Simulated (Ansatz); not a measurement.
Consider CrO2 (P4_2/mnm).

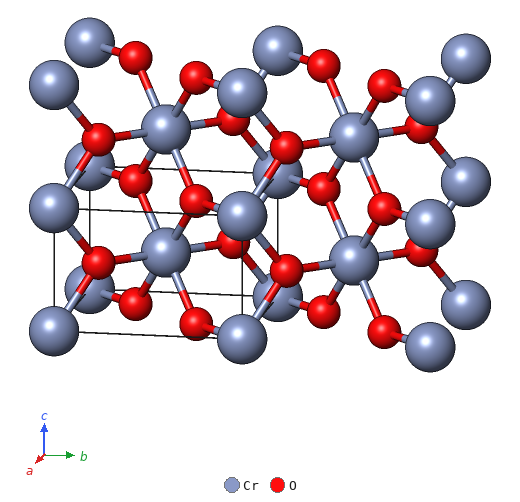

The structure (chromium light blue, oxygen red). 1×2×2 cells are drawn. Some periodic images of atoms are drawn too.

```
Cr O
1.0
     3.12612    2.21050    2.21050
     3.12612   -2.21050   -2.21050
     0.00000    2.06263   -2.06263
Cr O
2 4
Cartesian
  0.0000 0.0000 0.0000
  3.1261 1.0313 -1.0313
  1.8819 0.0000 0.0000
  3.1261 -0.2994 -2.3620
  4.3703 0.0000 0.0000
  3.1261 2.3620 0.2994
```

The cell and positions come from the Crystallography Open Database and are kept as given unless a step says otherwise. The program's search for lower electronic states was switched off, so nothing shows that the state found is the lowest. PAW set soft_2, made with PBE.

A constrained-RPA run (Ansatz 0.2.0; non-magnetic PBE; Cr d, bands v2 to c8, 4×4×6 mesh, medium accuracy) builds 10 functions on bands 5.7 eV wide, with 4.0 electrons in the window. The bare on-site interaction is 17.5 eV and the bare J 0.57 eV.

Estimate U, U′ and J.

On the Cr d shell, U = 3.17 eV (18 % of the bare value), U′ = 2.28 eV, J = 0.42 eV.

The parent state is non-magnetic and the interaction static (zero frequency); U depends on the window and the orbitals, so it belongs to this model alone.

[Paths, hosts, dates, memory and timing lines, banners, echoed tables and standing remarks are left out of the program output.]

[Logs are printed without paths, hosts, clocks, repeated set-up lines and the standing remarks that a program may print on its own settings, such as how far it seeks lower states.]

[Runs of the session that timed out or met a known fault of the program may be left out.]

[Hosts, paths, dates, database ids (printed as entryN), source tags and the programs' standing remarks are cut or masked in the printed files.]
